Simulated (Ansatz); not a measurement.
# Cu6P (charge −1): single-point calculation

- system: Cu6P, charge −1
- method: direct RPA on PBE orbitals, frozen core with 3s3p of Cu, Zn/def2-SVPD (Ansatz 0.2.0)

The geometry comes from this level: PBE0-D4/def2-SVPD.

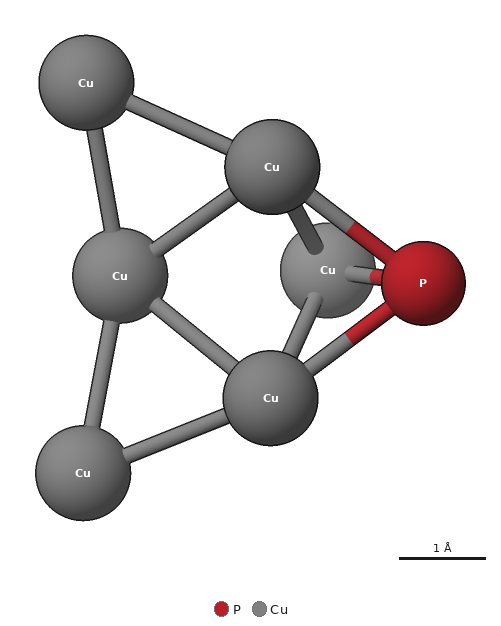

The structure as given in the input (ball-and-stick view, seen at a tilt). Sticks mark near contacts.

## Results in brief

- outcome: converged
- total energy: −276888.2100 eV
- mean-field energy: −276812.5700 eV
- SCF solution under orbital rotations: stable
- hardware: 4 threads of Arm Neoverse V2, 23 GiB of memory available, shared host
- wall time: 36 s (CPU time 2.3 min)
- peak memory: 0.95 GiB

## The input
```yaml
crystal:
  periodic: [false, false, false]
  atoms:
    - {symbol: P, position_ang: [-1.810224, 1.466350, -0.384142]}
    - {symbol: Cu, position_ang: [2.427776, 0.741353, 1.246860]}
    - {symbol: Cu, position_ang: [0.312514, 1.494512, 0.326774]}
    - {symbol: Cu, position_ang: [-1.434550, -0.074826, 1.177857]}
    - {symbol: Cu, position_ang: [0.428187, -2.420074, -1.400000]}
    - {symbol: Cu, position_ang: [0.950144, -0.828625, 0.271176]}
    - {symbol: Cu, position_ang: [-0.873847, -0.378680, -1.238515]}
basis:
  gaussian: {orbitals: def2-SVPD, initial_orbitals: start.molden}
total_charge: -1
hamiltonian: {xc: pbe}
correlation: {method: rpa, frozen_orbitals: {Cu: 9, P: 5}}
scf: {omitted_lower_state_checks: [starts]}
```

Launch command:
```bash
ansatz run in.yaml --threads 4 --pin off --events-out ev --progress --plain --max-ram 4787MiB
```

## Log
```
Functional definition: PBE
  name "PBE"
  cite "Perdew, Burke & Ernzerhof, Phys. Rev. Lett. 77, 3865 (1996) doi:10.1103/PhysRevLett.77.3865"
  parent pbe
  parameter kappa = 0.804
  parameter beta = 0.06672455060314922
  exchange = pbe_x(kappa = kappa, mu = beta*pi^2/3)
  correlation = pbe_c(beta = beta)
these checks for a lower state are left out or cut short: starts
2393 factors; integrals over basis functions are off by at most 6.8e-4 eV
mean field evaluation 1: about -277054.8960 eV, gradient 1.5e1 eV
mean field evaluation 2: about -277055.6363 eV, gradient 1.2e0 eV
mean field evaluation 4: about -277055.6385 eV, gradient 1.3e-1 eV
mean field evaluation 8: about -277055.6386 eV, gradient 3.7e-6 eV
a density is far from that of the atoms, so the factors are made again for it
2567 factors; integrals over basis functions are off by at most 5.6e-4 eV
mean field evaluation 16: about -277055.6385 eV, gradient 3.7e-6 eV
mean field -277055.63854707 eV, -10181.6069215480 hartree, gradient 3.7e-6 eV, S^2 0.000000; 1 other end points of the search recorded, 0 dependent functions left out
59 core orbitals not correlated: weight in the atoms' cores, before any rotation towards them, 1.000 or more for the frozen orbitals, at most 0.000 for the correlated occupied ones
reference -276812.56995750 eV, -10172.6743156392 hartree; 36, 36 occupied and 133, 133 virtual orbitals, 2567 factors
Total energy: -276888.20995272 eV, -10175.4540341930 hartree
Checks for a lower state left out: starts
```
